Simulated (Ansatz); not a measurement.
```xyz
9

N     1.0360    0.5339   -1.3513
B     0.3346   -0.3902   -0.6154
Al   -1.0199   -1.7112    0.1097
B    -0.5298    0.0299    1.0121
O    -0.4828    1.2672    1.5081
H     1.6392    1.2302   -0.9407
H     0.9850    0.5858   -2.3572
H    -0.5779   -3.1370    0.6744
H    -1.2960    1.5452    1.9431
```

Geometry: PBE0-D4/def2-TZVP.

The calculation used Ansatz 0.2.0, RKS PBE0-D4/def2-TZVPP.

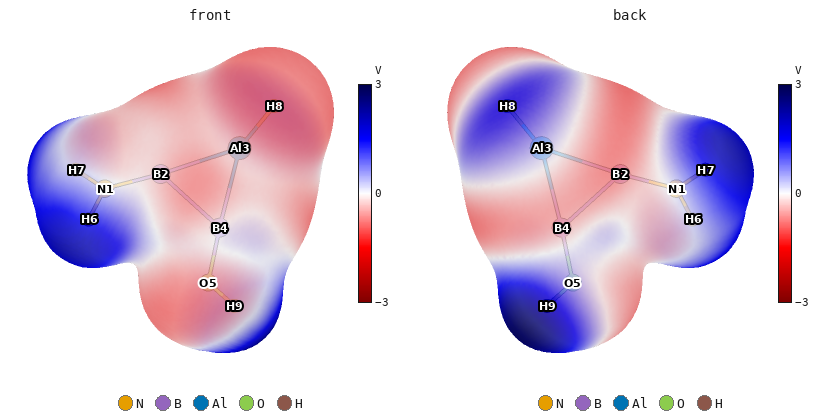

AlB2H4NO. The electrostatic potential painted on the density surface at 0.002 e/bohr³, seen from the front and from behind; the colour scale runs from red (negative) to blue (positive).

Which sites attract a positive test charge, and which a negative one?

A positive charge is drawn to the negative regions and a negative charge to the positive ones. The most negative region (about −0.9 V) lies over O5 and H8, the most positive (about +2.9 V) over H9.
